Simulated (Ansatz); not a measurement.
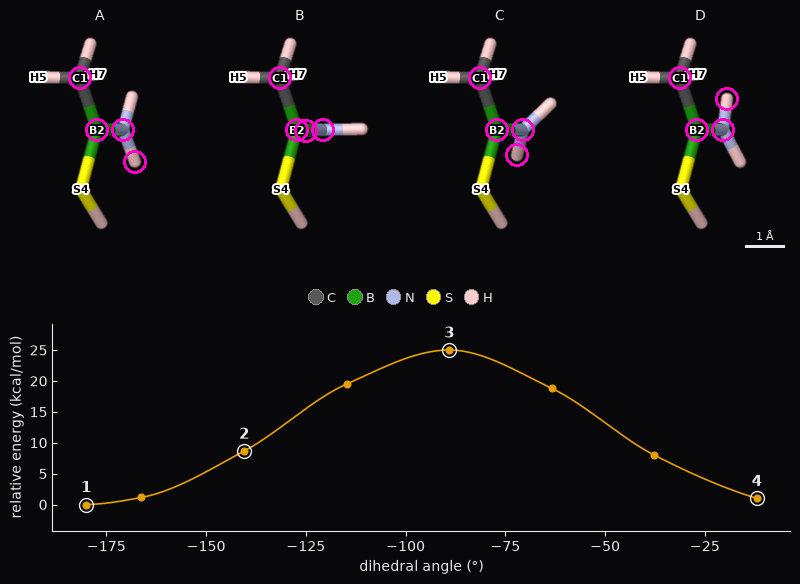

CH₆BNS: one C–B–N–H dihedral angle is varied, with the rest of the molecule carried along rigidly. The frames are shuffled; the numbered points of the plot belong to them. Style: stick. Shown almost along the central bond, with a slight tilt. The ringed atoms are those of the scanned coordinate.

Level of theory: PBE0-D4 (def2-TZVPP, Ansatz), on geometries moved rigidly from the minimum at PBE0-D4/def2-TZVP. Energies are counted from the PBE0-D4/def2-TZVP minimum geometry at the same level.

**Match the frames to the points.**

Point 1 is frame A (the dihedral −180.1°, 0.0 kcal/mol); 2 is frame C (the dihedral −140.5°, 8.6 kcal/mol); 3 is frame B (the dihedral −89.1°, 25.0 kcal/mol); 4 is frame D (the dihedral −12.0°, 1.0 kcal/mol). The lowest computed point lies at the dihedral −180.1° (0.0 kcal/mol). A local maximum lies at −89.1° (25.0 kcal/mol). The highest point, at −89.1°, lies 25.0 kcal/mol above the lowest and gives an upper estimate of the barrier to rotation, since the rotor is rigid.
